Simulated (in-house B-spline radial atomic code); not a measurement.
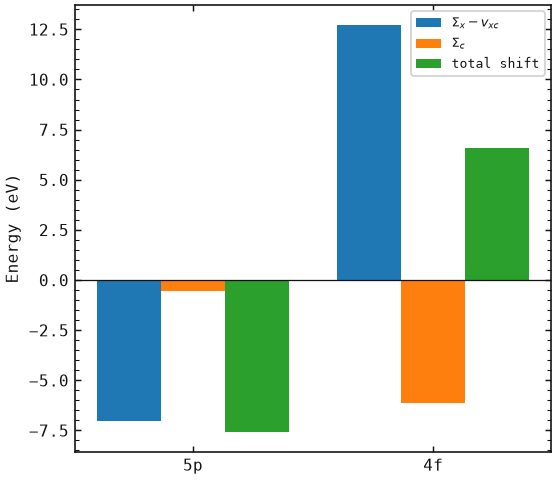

Parts of the G₀W₀ correction to each level for La³⁺ ([Kr] 4d¹⁰ 5s² 5p⁶). All-electron spherical atom, scalar X2C, LDA exchange-only start, no spin-orbit coupling, Breit or QED terms; computed with a B-spline radial code. The quasi-particle equation is solved at full frequency; levels of low quasi-particle weight Z are left out.

How does G₀W₀ correct the levels?

Answer. G₀W₀ moves the highest occupied level, 5p, from −43.38 to −50.94 eV (renormalisation factor Z = 0.91). The empty level 4f goes from −25.93 to −19.37 eV.

```csv
Level,Mean field (eV),Σx − vxc (eV),Σc (eV),Z,G₀W₀ (eV)
5p,−43.38,−7.03,−0.54,0.91,−50.94
4f,−25.93,12.71,−6.15,0.91,−19.37
```

Caveat: relativistic terms absent here (spin-orbit coupling, Breit, QED) can be large for so heavy or highly charged an atom or ion.
